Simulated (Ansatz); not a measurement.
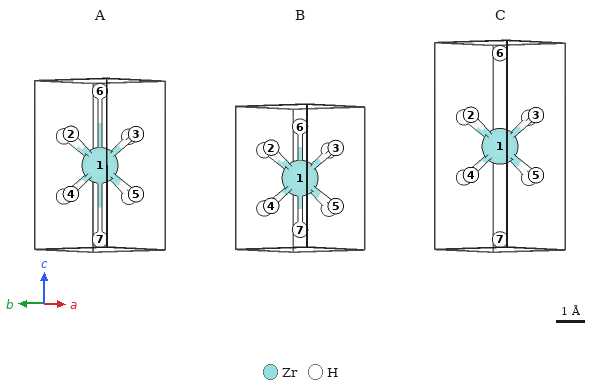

3 geometries from one relaxation of a crystal of ZrH6 (a generated structure, set up in P4/mmm) (coarse preliminary run), in shuffled order. A ball-and-stick model of the cell of the calculation, seen from a free direction.

Computed with DFT PBE, scalar-relativistic, plane waves, PAW (Ansatz 0.2.0). (plane-wave cutoff 420 eV; k-point mesh 6 × 6 × 4; occupations gaussian; smearing width 0.1 eV; no spin polarisation; cell and atoms relaxed; force threshold 0.04 eV/Å; at most 70 steps)

### Put them in the order of the run, from the start to the converged end.

B, A, C. They are steps 0, 8, 18, at +244 meV per atom, +18.2 meV per atom relative to the last. Over 15 accepted moves (18 points after the start) the energy falls by 244 meV per atom. The largest force component goes from 1.5 to 0.025 eV/Å. Pressure: 5.09 GPa at the start and 0.03 GPa at the end. The line search rejected the trial step at point 5 of the run. At 2 points the geometry stayed and the basis and grid were re-selected for the new cell (energy shift of 8.9 meV per atom at most each time). The largest moves relative to the cell, 0.68 Å, are those of H6 and H7. H7 goes along −c. Zr stays in place. The drawn cell changes as follows: a = b 3.361 → 3.390 Å (+0.9 %), c 5.241 → 7.580 Å (+44.6 %); the volume changes by +47.1 %. Among the contacts that change: Zr1–H6 1.890 → 3.415 Å, H6–H7 1.461 → 0.750 Å, Zr1–H2 1.991 → 2.022 Å, Zr1–Zr1 3.361 → 3.390 Å. New bonds form: H6–H7 (1.46 → 0.75 Å). Bonds break: Zr1–H6 (1.89 → 3.41 Å), Zr1–H7 (1.89 → 3.41 Å). The space group stays P4/mmm (No. 123).
